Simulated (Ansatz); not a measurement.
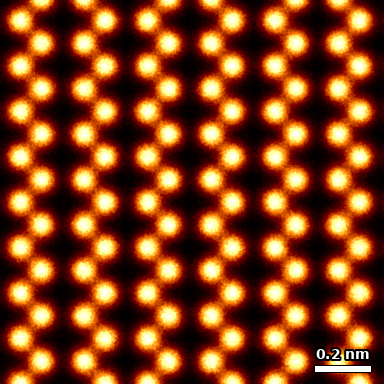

HAADF-like image of Ru (P6_3/mmc, No. 194) along [201]. The image is simulated as a sum over atoms of Z^1.7, blurred by a 0.74 Å probe (no channelling). Shot noise was added. Atomic positions: a calculation's starting geometry.

Question: What can be read from this image?

Answer: The columns repeat on a centred rectangular net of 1.66 × 4.64 Å (plane group c2mm). All columns are alike (Ru). The shortest distance between visible columns is 1.13 Å in projection. Along the beam the structure repeats every 6.82 Å.
